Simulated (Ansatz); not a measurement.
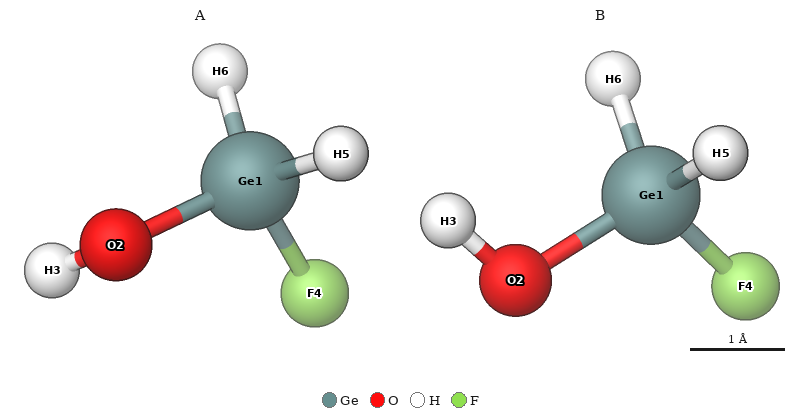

Two geometries of GeH$_{3}$OF, drawn at one scale. One is the start of a relaxation, the other its converged end. Style: ball-and-stick. Shown at a tilt.

These are results of Ansatz, RHF/def2-TZVP, not measurements. Settings: no spin polarisation; force threshold 0.02 eV/Å; at most 40 steps.

Question: Which of the two is the end point?

Answer: Structure A is the relaxed one. The run prepares the start of a later molecular dynamics calculation, from a guessed geometry. The atom that moves furthest after the best rigid fit is H3 (0.74 Å). By element the largest moves are H 0.74 Å, O 0.53 Å, F 0.34 Å, Ge 0.19 Å. Among the contacts that change: O2–H3 1.010 → 0.941 Å, Ge1–F4 1.680 → 1.713 Å, Ge1–O2 1.770 → 1.740 Å, Ge1–H5 1.549 → 1.521 Å. Among the angles between lasting bonds that change: Ge1–O2–H3 109.5° → 117.6°, H5–Ge1–H6 109.5° → 116.1°, F4–Ge1–H6 109.5° → 105.6°. Groups turn about Ge1–O2 by about 100°. After 13 accepted moves (16 points after the start) the energy has fallen by 28.5 kJ/mol. Largest force component: 2.9 eV/Å at the start, 0.0046 eV/Å at the end. The line search rejected the trial steps at points 8, 12, 15 of the run. The forces were under the threshold at step 14, but the run went on from there.

Limits of the set-up: Hartree-Fock leaves out electron correlation.
